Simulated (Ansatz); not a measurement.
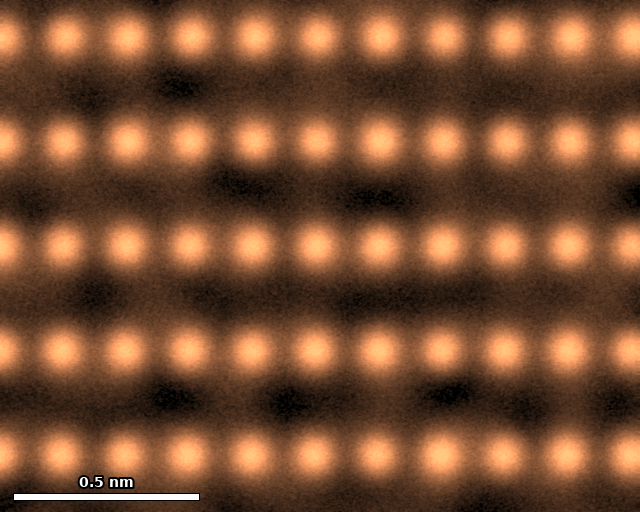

Integrated-DPC-like image of Tm (P6_3/mmc, No. 194). Simulated as the projected potential of neutral atoms (B = 0.3 Å²) blurred by a 0.69 Å probe, the thin-sample limit of integrated differential phase contrast. The display is stretched by a gamma of 0.65; percentages refer to the linear signal. Shot noise, a slight drift and the speckle of an amorphous layer were added. Atomic positions: the input geometry of an electronic-structure calculation (not necessarily at equilibrium).

```
Tm
1.0
     3.42237    0.00000    0.00000
    -1.71119    2.96386    0.00000
     0.00000    0.00000    5.65818
Tm
2
Direct
  0.33333 0.66667 0.25000
  0.66667 0.33333 0.75000
```

### Which beam direction gives this image, [310], [210], [100] or [001]? (Directions equivalent by symmetry count as one.)

[210]. The projected cells are 1.12 × 5.66 Å, 90° for [310]; 1.71 × 2.83 Å, 90° for [210]; 2.96 × 5.66 Å, 90° for [100]; 3.42 × 3.42 Å, 120° for [001], and the image repeats as the [210] one does.
